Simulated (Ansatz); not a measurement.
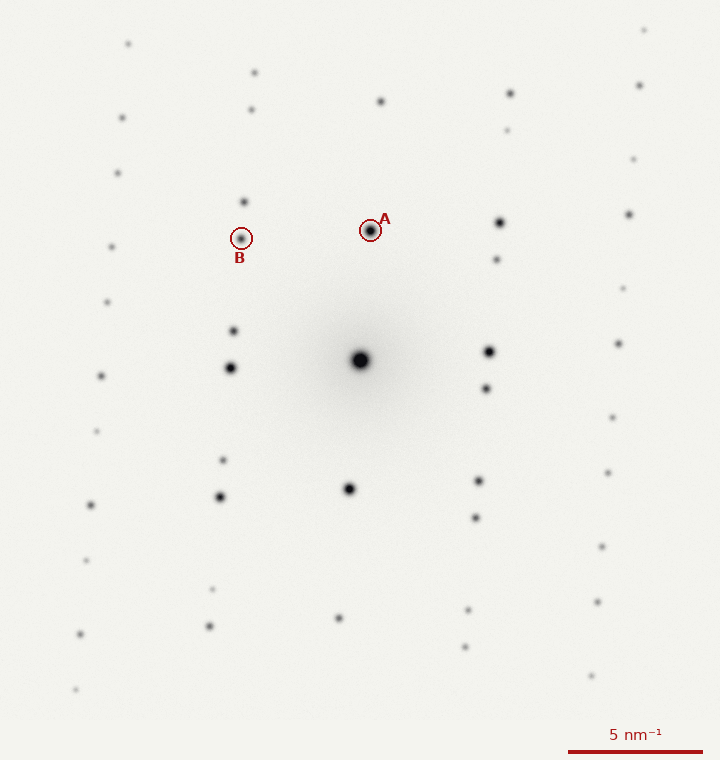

The pattern is a kinematic simulation for 100 kV electrons (no multiple scattering; isotropic B = 1 Å²). Two individuals of a reflection twin are superposed (a geometric construction: whether this twin forms is not tested; the second individual is smaller and so fainter). Crystal: CoW, space group P-6m2 (No. 187), a = 2.723 Å, c = 4.218 Å (hexagonal axes), zone axis [211]. Structure: the geometry relaxed with DFT, PAW plane waves, pbe, spin-orbit in Ansatz; the starting structure was generated, so it need not be a known form of this composition.

In the first individual spot A is -1 1 1 and spot B is -1 0 2.

### Find the twin plane.

(1-1-1). The spot positions of the combined pattern are mirror-symmetric about the row through 1 -1 -1 (d = 2.058 Å), which both individuals share, while a single individual has only symmetry 2mm without that mirror line. Friedel's law adds the mirror line at right angles, so a twin on (16-8) would give the same picture; the more widely spaced plane was used.

### Which other reflections coincide?

Within the frame only the reflections of the common row coincide.
